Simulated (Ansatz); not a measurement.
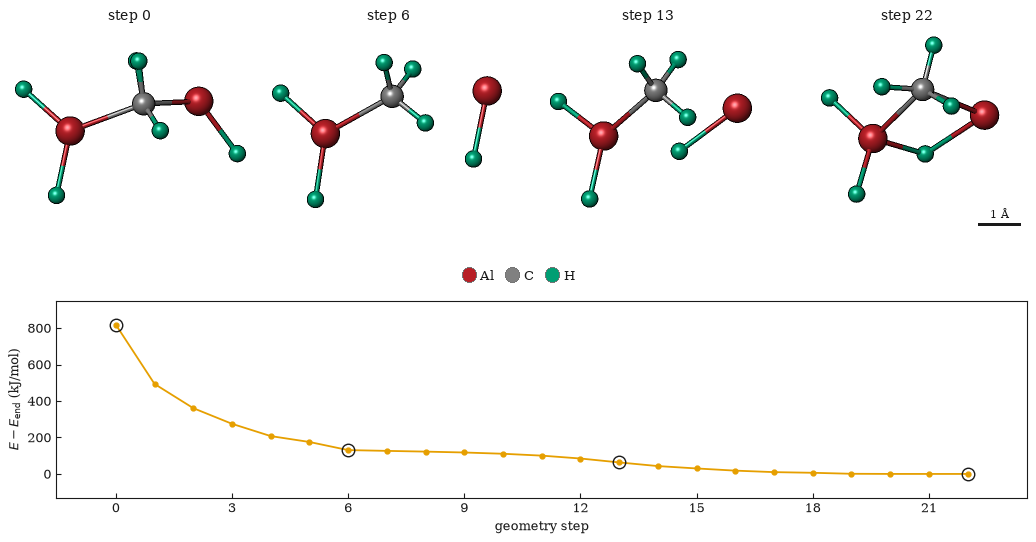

Frames of a relaxation of CH6Al2, marked on the history of the run. The picture is a ball-and-stick view, seen at a tilt.

It is one of the separated reactants of a reaction.

Method: RKS PBE-D4/def2-SVP (Ansatz). Settings: force threshold 0.03 eV/Å; at most 250 steps.

### What happens along the run?

An H atom moves most after the best rigid fit: 2.18 Å. By element the largest moves are H 2.18 Å, Al 0.84 Å, C 0.47 Å. Near-neighbour distances that change, for instance: Al–H 4.252 → 1.722 Å, H–H 0.544 → 1.752 Å, Al–C 1.936 → 2.293 Å, Al–H 1.589 → 1.874 Å. New bonds form: Al–H (4.25 → 1.72 Å). Bonds break: H–H (0.54 → 1.75 Å). Bond angles that change, for instance: H–C–H 29.1° → 103.1°, Al–C–H 107.1° → 158.2°, Al–C–Al 118.4° → 77.6°. Over 22 geometry steps the energy falls by 818.8 kJ/mol. Largest force component: 21 eV/Å at the start, 0.027 eV/Å at the end. From step 0 to 6: an Al atom moves most (0.84 Å), energy −688.0 kJ/mol. From step 6 to 13: an H atom moves most (1.33 Å), energy −67.6 kJ/mol. From step 13 to 22: an H atom moves most (0.65 Å), energy −63.2 kJ/mol.
